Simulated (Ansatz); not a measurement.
**One shape, several levels: [PH4]+ (phosphonium)**

Aim: a comparison of 6 runs (PBE/3-21G, PBE0/3-21G, SVWN5/6-31G, r2SCAN0/6-31G, wB97M-V/6-31G, FCI/3-21G) of [PH4]+ (phosphonium). 

Program for the calculation: Ansatz 0.2.0.

**1. The molecule**

The species is [PH4]+ (5 atoms), meant as a singlet with charge +1. As SMILES, `[PH4+]`. The H3–P1 distance was set to 2.063 Å, away from the relaxed value. At this shape a bond of the SMILES string is far longer than usual.

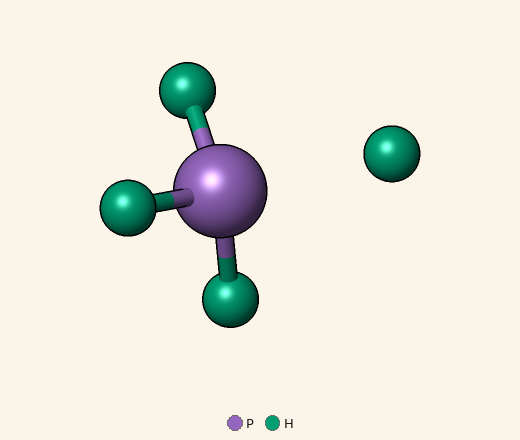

Viewed from a chosen angle; phosphorus purple, hydrogen teal.

**2. A single-point energy at PBE/3-21G (run 1)**

The input, job.yaml:

```yaml
basis:
  gaussian: {orbitals: 3-21G.json}
crystal:
  periodic: [false, false, false]
  atoms:
    - {symbol: P, position_ang: [0.308622, 0.508011, -0.345421]}
    - {symbol: H, position_ang: [1.666102, 0.446681, -0.135021]}
    - {symbol: H, position_ang: [-0.617320, -1.016050, 0.691010]}
    - {symbol: H, position_ang: [0.046782, 0.374261, -1.688811]}
    - {symbol: H, position_ang: [-0.169608, 1.719151, 0.096359]}
total_charge: 1
hamiltonian: {xc: pbe}
accuracy: high
```

The basis set 3-21G is read from a file made from the Basis Set Exchange's data (not shown).

Launch:

```console
ansatz run job.yaml --threads 1 --pin off --max-ram 2610MiB --events-out events.jsonl --progress --plain --runs-dir runs
```

The program printed:

```text
Warning: RAYON_NUM_THREADS=1 ignored (pool sized by the plan → 1); use --threads N
Functional definition: PBE
  name "PBE"
  parameter kappa = 0.804
  parameter beta = 0.06672455060314922
  exchange = pbe_x(kappa = kappa, mu = beta*pi^2/3)
  correlation = pbe_c(beta = beta)
417 factors; integrals over basis functions are off by at most 4.4e-9 eV
mean field evaluation 1: about -9288.0268 eV, gradient 2.5e1 eV
mean field evaluation 2: about -9282.8698 eV, gradient 4.0e1 eV
mean field evaluation 4: about -9290.8640 eV, gradient 1.7e0 eV
mean field evaluation 8: about -9290.8531 eV, gradient 3.0e-2 eV
mean field evaluation 16: about -9290.8531 eV, gradient 4.0e-7 eV
mean field -9290.85311192 eV, -341.4325542966 hartree, gradient 9.1e-9 eV, S^2 0.000000; 0 other end points of the search recorded, 0 dependent functions left out
reference -9290.85311388 eV, -341.4325543688 hartree; 9, 9 occupied and 12, 12 virtual orbitals, 417 factors
Total energy: -9290.85311388 eV, -341.4325543688 hartree
```

Run time: 0.71 s. Hardware: 1 thread of AMD EPYC 7R43 (Zen 3), shared host; peak memory 0.1 GiB.

**3. A single-point energy at PBE0/3-21G (run 2)**

Edit job.yaml of step 2 so:

```diff
@@ -1,3 +1 @@
-basis:
-  gaussian: {orbitals: 3-21G.json}
 crystal:
@@ -10,4 +8,8 @@
     - {symbol: H, position_ang: [-0.169608, 1.719151, 0.096359]}
+basis:
+  gaussian:
+    orbitals: 3-21G.json
 total_charge: 1
-hamiltonian: {xc: pbe}
+hamiltonian:
+  xc: pbe0
 accuracy: high
```

The basis set 3-21G is read from a file made from the Basis Set Exchange's data (not shown).

Launch:

```console
ansatz run job.yaml --threads 1 --pin off --max-ram 2610MiB --events-out events.jsonl --progress --plain --runs-dir runs
```

The program printed:

```text
Warning: RAYON_NUM_THREADS=1 ignored (pool sized by the plan → 1); use --threads N
Functional definition: PBE0
  name "PBE0"
  parameter a = 0.25
[... 2 set-up lines as earlier in the session ...]
  exchange = (1 - a)*pbe_x(kappa = kappa, mu = beta*pi^2/3) + a*exact_x
[... 1 set-up line as earlier in the session ...]
417 factors; integrals over basis functions are off by at most 4.4e-9 eV
mean field evaluation 1: about -9289.8910 eV, gradient 2.0e1 eV
mean field evaluation 2: about -9289.1466 eV, gradient 2.4e1 eV
mean field evaluation 4: about -9291.6825 eV, gradient 3.9e-1 eV
mean field evaluation 8: about -9291.6596 eV, gradient 1.3e-3 eV
mean field evaluation 16: about -9291.6596 eV, gradient 2.4e-8 eV
mean field -9291.65958131 eV, -341.4621915002 hartree, gradient 2.4e-8 eV, S^2 0.000000; 0 other end points of the search recorded, 0 dependent functions left out
reference -9291.65958278 eV, -341.4621915541 hartree; 9, 9 occupied and 12, 12 virtual orbitals, 417 factors
Total energy: -9291.65958278 eV, -341.4621915541 hartree
```

Wall time 0.73 s (1 thread of AMD EPYC 7R43 (Zen 3), shared host); peak memory 0.1 GiB.

Run 3 isn't shown in full; the table further down has it.

**4. A single-point energy at r2SCAN0/6-31G (run 4)**

The input, molecule.yaml:

```yaml
crystal:
  periodic: [false, false, false]
  atoms:
    - symbol: P
      position_ang: [0.308622, 0.508011, -0.345421]
    - symbol: H
      position_ang: [1.666102, 0.446681, -0.135021]
    - symbol: H
      position_ang: [-0.617320, -1.016050, 0.691010]
    - symbol: H
      position_ang: [0.046782, 0.374261, -1.688811]
    - symbol: H
      position_ang: [-0.169608, 1.719151, 0.096359]
basis:
  gaussian:
    orbitals: 6-31G
total_charge: 1
hamiltonian:
  xc: {name: r2SCAN0}
accuracy: high
```

Launch:

```console
ansatz run molecule.yaml --threads 1 --pin off --max-ram 2610MiB --events-out events.jsonl --progress --plain --runs-dir runs
```

The program printed:

```text
Warning: RAYON_NUM_THREADS=1 ignored (pool sized by the plan → 1); use --threads N
Functional definition: r2SCAN0
  name "r2SCAN0"
[... 1 set-up line as earlier in the session ...]
  parameter k0 = 0.174
  parameter k1 = 0.065
  parameter a1 = 4.9479
  exchange = (1 - a)*r2scan_x(k0 = k0, k1 = k1, a1 = a1) + a*exact_x
  correlation = r2scan_c
472 factors; integrals over basis functions are off by at most 2.8e-9 eV
mean field evaluation 1: about -9339.1288 eV, gradient 1.8e1 eV
mean field evaluation 2: about -9338.8692 eV, gradient 2.1e1 eV
mean field evaluation 4: about -9340.8446 eV, gradient 2.9e-1 eV
mean field evaluation 8: about -9340.8359 eV, gradient 2.6e-4 eV
mean field -9340.83587410 eV, -343.2693869271 hartree, gradient 1.2e-8 eV, S^2 0.000000; 0 other end points of the search recorded, 0 dependent functions left out
reference -9340.83587450 eV, -343.2693869420 hartree; 9, 9 occupied and 12, 12 virtual orbitals, 472 factors
Total energy: -9340.83587450 eV, -343.2693869420 hartree
```

Run time: 1.4 s. Hardware: 1 thread of AMD EPYC 7R43 (Zen 3), shared host; peak memory 0.13 GiB.

Run 5 isn't shown in full; the table further down has it.

**5. A single-point energy at FCI/3-21G (run 6)**

Edit job.yaml of step 3 so:

```diff
@@ -1 +1,3 @@
+basis:
+  gaussian: {orbitals: 3-21G.json}
 crystal:
@@ -8,8 +10,4 @@
     - {symbol: H, position_ang: [-0.169608, 1.719151, 0.096359]}
-basis:
-  gaussian:
-    orbitals: 3-21G.json
 total_charge: 1
-hamiltonian:
-  xc: pbe0
+correlation: {method: fci, frozen_orbitals: {H: 0, P: 5}}
 accuracy: high
```

The basis set 3-21G is read from a file made from the Basis Set Exchange's data (not shown).

Launch:

```console
ansatz run job.yaml --threads 1 --pin off --max-ram 2610MiB --events-out events.jsonl --progress --plain --runs-dir runs
```

The program printed:

```text
Warning: RAYON_NUM_THREADS=1 ignored (pool sized by the plan → 1); use --threads N
Functional definition: HF
  name "HF"
  exchange = exact_x
  correlation = 0
417 factors; integrals over basis functions are off by at most 4.4e-9 eV
mean field evaluation 1: about -9276.3139 eV, gradient 1.1e1 eV
mean field evaluation 2: about -9276.3077 eV, gradient 1.1e1 eV
mean field evaluation 4: about -9276.8976 eV, gradient 7.4e-1 eV
mean field evaluation 8: about -9276.9009 eV, gradient 8.2e-7 eV
mean field -9276.90093751 eV, -340.9198213442 hartree, gradient 9.6e-8 eV, S^2 0.000000; 0 other end points of the search recorded, 0 dependent functions left out; unrestricted orbitals would lower it
5 core orbitals not correlated: weight in the atoms' cores, before any rotation towards them, 1.000 or more for the frozen orbitals, at most 0.000 for the correlated occupied ones
reference -9276.90093751 eV, -340.9198213442 hartree; 4, 4 occupied and 12, 12 virtual orbitals, 417 factors
state -9279.98065948 eV, -341.0329990390 hartree
Total energy: -9279.98065948 eV, -341.0329990390 hartree
```

Run time: 9.6 s. Hardware: 1 thread of AMD EPYC 7R43 (Zen 3), shared host; peak memory 0.33 GiB.

**6. All runs side by side**

| run | level | frozen core orbitals | energy (Eh) | wall time |
| --- | --- | --- | --- | --- |
| 1 | PBE/3-21G | – | -341.432554 | 0.71 s |
| 2 | PBE0/3-21G | – | -341.462192 | 0.73 s |
| 3 | SVWN5/6-31G | – | -342.007526 | 0.57 s |
| 4 | r2SCAN0/6-31G | – | -343.269387 | 1.4 s |
| 5 | wB97M-V/6-31G | – | -343.266448 | 6 s |
| 6 | FCI/3-21G | 5 | -341.032999 | 9.6 s |

**7. Outcome**

| quantity | value |
| --- | --- |
| run 6: total energy | -341.03300 Eh |
| run 6: correlation energy (5 core orbitals frozen) | -113.2 mEh |

**Reading.** Totals of different functionals can't be ranked against each other. All runs together took 19 s, the longest 9.6 s.
